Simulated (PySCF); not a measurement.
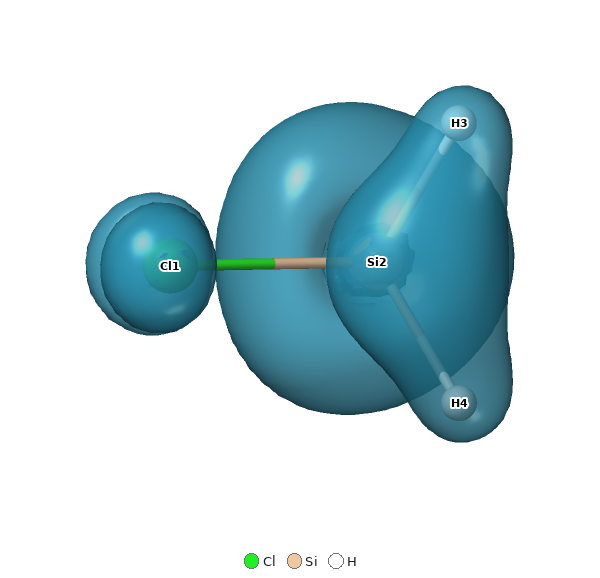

ClH₂Si, doublet, SMILES `Cl[SiH2]`. Spin density ρα − ρβ at ±0.02 e/Å³ (light blue: excess α, orange: excess β).

Method: M06-2X/6-311G**; geometry: GFN2-xTB; program: PySCF. No frequency check shows the geometry to be a minimum. The stability of the open-shell solution wasn't checked. GFN2-xTB bond lengths at metals and heavier atoms can be off by up to 0.1 Å and shapes distorted, which carries into these values. GFN2-xTB doesn't know the spin state, so this open-shell geometry is rough.

Cartesian coordinates (Å):

```
Cl1     -1.0114   -0.0000    0.0149
Si2      1.0081   -0.0001   -0.0871
H3       1.5392    1.2254    0.4826
H4       1.5401   -1.2240    0.4832
```

Question: Give the atomic spin populations that go with this picture.

Answer: Hirshfeld spin populations: Si2 +0.80, Cl1 +0.10 and H3 and H4 +0.05. ⟨S²⟩ = 0.75, as for a pure state.
